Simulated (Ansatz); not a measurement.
# N2H3 (hydrazinyl radical) at 6 levels

Wanted: a comparison of 6 runs (U-wB97M-V/STO-3G, U-wB97X/STO-3G, UB2PLYP/STO-3G, UBLYP/STO-3G, UBCCD(T)/STO-3G, UCCSDT(Q)/STO-3G) of N2H3 (hydrazinyl radical). 

Program for the calculation: Ansatz 0.2.0.

34 further runs of the same task are left out: 34 set aside as unsound or not needed.

### 1 Starting point

N2H3: 5 atoms, total charge 0, spin state doublet. SMILES: `[NH]N`. The H3–N1 distance was set to 2.549 Å, away from the relaxed value. At this shape a bond of the SMILES string is far longer than usual.

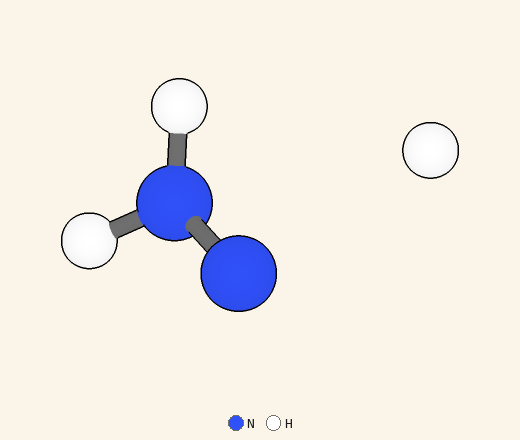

Viewed from a chosen angle; nitrogen blue, hydrogen white.

### 2 The energy at U-wB97M-V/STO-3G (run 1)

Input file job.yaml:

```yaml
basis:
  gaussian: {orbitals: STO-3G}
crystal:
  periodic: [false, false, false]
  atoms:
    - symbol: "N"
      position_ang: [-1.565095, -0.529966, -0.128504]
    - symbol: "N"
      position_ang: [-1.516395, 0.527484, -0.941644]
    - symbol: H
      position_ang: [0.751750, -0.989150, 0.831090]
    - symbol: H
      position_ang: [-2.433195, 0.853314, -1.214464]
    - symbol: H
      position_ang: [-0.797575, 1.240364, -0.849534]
magnetization: {spin_polarized: true, initial_magnetization: 1}
hamiltonian: {xc: {name: wB97M-V}}
accuracy: high
```

On the command line:

```bash
ansatz run job.yaml --threads 1 --pin off --max-ram 2610MiB --events-out events.jsonl --progress --plain --runs-dir runs
```

Log, cut to the lines that bear on the results:

```text
Warning: RAYON_NUM_THREADS=1 ignored (pool sized by the plan → 1); use --threads N
Functional definition: wB97M-V
  name "wB97M-V"
[...]
  gx(w, u) = 1 - cx + cx01*u + cx10*w
  gss(w, u) = css00 + css04*u^4 + css10*w + css20*w^2 + css43*w^4*u^3
  gos(w, u) = cos00 + cos10*w + (cos20 + cos21*u)*w^2 + (cos60 + cos61*u)*w^6
[...]
      + integral(e_c_pw_mod_opposite_spin*gos(b97_w_opposite, b97_u_opposite)) + vv10(b, c)
208 factors; integrals over basis functions are off by at most 1.2e-8 eV
117 factors; integrals over basis functions are off by at most 5.7e-10 eV
[...]
mean field -2981.64024949 eV, -109.5732581404 hartree, gradient 1.5e-8 eV, S^2 1.725899; 7 other end points of the search recorded, 0 dependent functions left out
reference -2981.64025173 eV, -109.5732582227 hartree; 9, 8 occupied and 4, 5 virtual orbitals, 208 factors
Total energy: -2981.64025173 eV, -109.5732582227 hartree
```

Wall time 41 s (1 thread of Arm Neoverse V1, shared host); peak memory 0.39 GiB.

### 3 A single-point energy at U-wB97X/STO-3G (run 2)

Input file job.yaml:

```yaml
crystal:
  periodic: [false, false, false]
  atoms:
    - {symbol: N, position_ang: [-1.565095, -0.529966, -0.128504]}
    - {symbol: "N", position_ang: [-1.516395, 0.527484, -0.941644]}
    - {symbol: H, position_ang: [0.751750, -0.989150, 0.831090]}
    - {symbol: H, position_ang: [-2.433195, 0.853314, -1.214464]}
    - {symbol: H, position_ang: [-0.797575, 1.240364, -0.849534]}
basis:
  gaussian: {orbitals: STO-3G}
magnetization: {spin_polarized: true, initial_magnetization: 1}
hamiltonian: {xc: {name: wB97X}}
accuracy: high
```

On the command line:

```bash
ansatz run job.yaml --threads 1 --pin off --max-ram 2610MiB --events-out events.jsonl --progress --plain --runs-dir runs
```

Log, cut to the lines that bear on the results:

```text
Warning: RAYON_NUM_THREADS=1 ignored (pool sized by the plan → 1); use --threads N
Functional definition: wB97X
  name "wB97X"
[...]
      + exact_x_lr(omega)
[...]
      + integral(e_c_pw_opposite_spin*poly(b97_u_opposite, 1, cos1, cos2, cos3, cos4))
208 factors; integrals over basis functions are off by at most 1.2e-8 eV
117 factors; integrals over basis functions are off by at most 5.7e-10 eV
[...]
mean field -2981.86207981 eV, -109.5814102544 hartree, gradient 2.9e-8 eV, S^2 1.739707; 5 other end points of the search recorded, 0 dependent functions left out
reference -2981.86207906 eV, -109.5814102268 hartree; 9, 8 occupied and 4, 5 virtual orbitals, 208 factors
Total energy: -2981.86207906 eV, -109.5814102268 hartree
```

It took 23 s on 1 thread of Arm Neoverse V1, shared host; peak memory 0.31 GiB.

Runs 3 to 5 aren't shown in full; the table further down has their settings and results.

### 4 The energy at UCCSDT(Q)/STO-3G (run 6)

Input file run.yaml:

```yaml
crystal:
  periodic: [false, false, false]
  atoms:
    - {symbol: N, position_ang: [-1.565095, -0.529966, -0.128504]}
    - {symbol: N, position_ang: [-1.516395, 0.527484, -0.941644]}
    - {symbol: H, position_ang: [0.751750, -0.989150, 0.831090]}
    - {symbol: H, position_ang: [-2.433195, 0.853314, -1.214464]}
    - {symbol: H, position_ang: [-0.797575, 1.240364, -0.849534]}
basis:
  gaussian: {orbitals: STO-3G}
scf: {omitted_lower_state_checks: [cluster_reference, increment]}
correlation: {method: ccsdt_q, frozen_orbitals: {H: 0, "N": 1}}
magnetization: {spin_polarized: true, initial_magnetization: 1}
accuracy: high
```

On the command line:

```bash
ansatz run run.yaml --threads 1 --pin off --max-ram 2610MiB --events-out events.jsonl --progress --plain --runs-dir runs
```

Log:

```text
Warning: RAYON_NUM_THREADS=1 ignored (pool sized by the plan → 1); use --threads N
[... 15 lines left out ...]
2 core orbitals not correlated: weight in the atoms' cores, before any rotation towards them, 1.000 or more for the frozen orbitals, at most 0.000 for the correlated occupied ones
[... 163 lines left out ...]
Total energy: -2969.50462765 eV, -109.1272822635 hartree
Checks for a lower state left out: cluster_reference, increment
```

It took 2.1 s on 1 thread of Arm Neoverse V1, shared host.

### 5 All runs side by side

```
run             level  frozen core orbitals  energy (Eh)   ⟨S²⟩  wall time
  1  U-wB97M-V/STO-3G                     –  -109.573258  1.726       41 s
  2    U-wB97X/STO-3G                     –  -109.581410  1.740       23 s
  3    UB2PLYP/STO-3G                     2  -109.429344  1.734      3.9 s
  4      UBLYP/STO-3G                     –  -109.539419  1.278      3.3 s
  5   UBCCD(T)/STO-3G                     2  -109.126024  1.748     0.46 s
  6  UCCSDT(Q)/STO-3G                     2  -109.127282  1.748      2.1 s
```

### 6 Results

```
                                          quantity          value
                               run 6: total energy  -109.12728 Eh
run 6: correlation energy (2 core orbitals frozen)      -82.5 mEh
          run 6: ⟨S²⟩ of the reference determinant          1.748
                              run 6: T1 diagnostic          0.021
```

**Reading.** Totals of different functionals can't be ranked against each other. In runs 1, 2, 3, 4, 5, 6 the basis is minimal, so the values are rough. Spin contamination of the reference: run 5 ⟨S²⟩ = 1.75, run 6 ⟨S²⟩ = 1.75, run 2 ⟨S²⟩ = 1.74, run 3 ⟨S²⟩ = 1.73, run 1 ⟨S²⟩ = 1.73, run 4 ⟨S²⟩ = 1.28. Where it is this large, the reference is a mixture of spin states, and values that rest on it are in doubt. All runs together took 74 s, the longest 41 s.
